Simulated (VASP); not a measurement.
Band structure of ZrO$_{2}$ (fluorite). Method: modified Becke-Johnson potential (mBJ), VASP's PBE PAW potentials (set 64) (plane waves; VASP).

mBJ is a potential without an energy functional, so only the levels count.

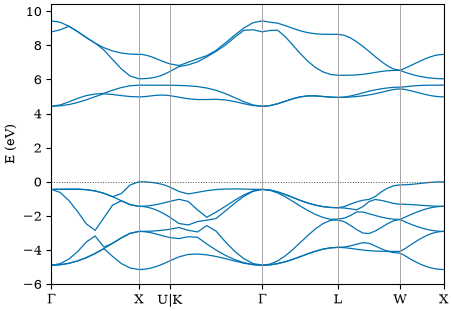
Bands along high-symmetry lines, zero at the valence-band maximum or, without a gap, the Fermi level

Problem. Read the plot: is there a gap, and where are the band edges?

Solution. The gap is indirect, 4.43 eV, from the valence maximum at X to the conduction minimum at Γ.

The compound is ZrO2 in the fluorite structure, the high-temperature cubic form, which is unstable at 0 K; the monoclinic form is the stable one. It was relaxed first. The cell's shape comes from a PBE relaxation.
